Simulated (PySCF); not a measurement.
# C₃H₁₃FOSi₃ (SMILES COC[Si]([SiH3])([SiH3])CF): what the fields show

Input file:

```
{"job": {"kind": "nmr", "xc": "PBE0", "basis": "pcSseg-1"}, "charge": 0, "multiplicity": 1}
C      2.788202    -1.133583     0.909600
O      1.432912    -0.897887     0.636721
C      1.189033     0.274135    -0.118910
Si    -0.734175     0.350831    -0.155831
Si    -1.460343     2.380490    -1.067012
Si    -1.311153    -0.465728     1.957211
C     -1.171051    -1.022001    -1.457551
F     -2.546330    -1.096935    -1.605856
H      3.361515    -1.265722    -0.016851
H      2.840081    -2.045291     1.502231
H      3.226372    -0.302290     1.476906
H      1.666129     0.197954    -1.104914
H      1.628228     1.146147     0.384079
H     -2.033502     2.263599    -2.410408
H     -0.388648     3.380220    -1.175307
H     -2.497286     2.976069    -0.220262
H     -0.486103     0.149491     3.002726
H     -2.702419    -0.115116     2.273042
H     -1.197660    -1.918551     2.104094
H     -0.840946    -2.016950    -1.148123
H     -0.771775    -0.821938    -2.456653
```

Command:

```sh
OMP_NUM_THREADS=1 python probes_run.py task.json out
```

Geometry: GFN2-xTB.

Theory: PySCF, PBE0/pcSseg-1, SCF density, gas phase, non-relativistic.

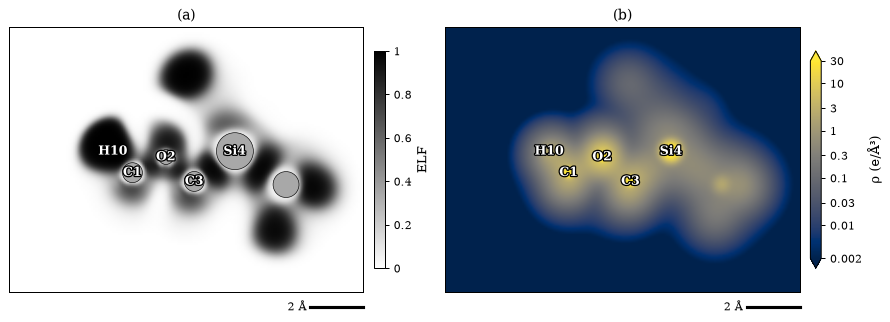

Figure 1. (a) electron localisation function; (b) electron density on the plane of atoms C1, O2 and C3. Grey discs cover the atomic cores in the ELF map.

### What do the fields say about this system?

- The plane passes through C, O, Si and H nuclei.
- C–O (1.40 Å): ρ is about 2.1 e/Å³ halfway, with its minimum of 1.8 e/Å³ about 0.5 Å from C; the ELF peaks at about 0.90 between the atoms; a shared but strongly polarised pair.
- C–Si (1.93 Å): ρ at the midpoint is about 0.9 e/Å³; the ELF peaks at about 0.95 between the atoms (a covalent bond).
- C–H (1.09 Å): the density is about 2 e/Å³ at the midpoint; the ELF climbs to about 1 towards the hydrogen, as it does in any bond to H; an ordinary covalent bond to hydrogen.
- The ELF also peaks beside O2, away from the bonds: lone-pair regions.

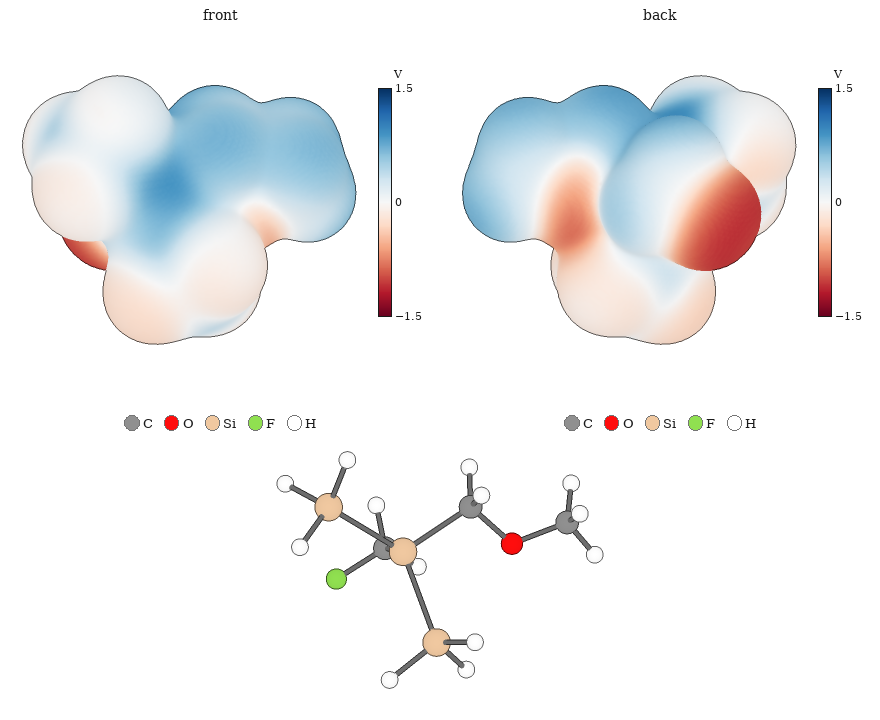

Figure 2. The electrostatic potential painted on the density surface at 0.001 e/bohr³, seen from the front and from behind; the colour scale runs from red (negative) to blue (positive). The bare structure is drawn below in the same view.

### Where is the surface potential most negative and most positive?

The most negative region (about −1.1 V, or −25 kcal/mol for a unit charge) lies over F8, the most positive (about +0.9 V, or +21 kcal/mol for a unit charge) over Si4 and Si5.

### How polar is the molecule by this calculation?

Its dipole moment is 3.41 D.
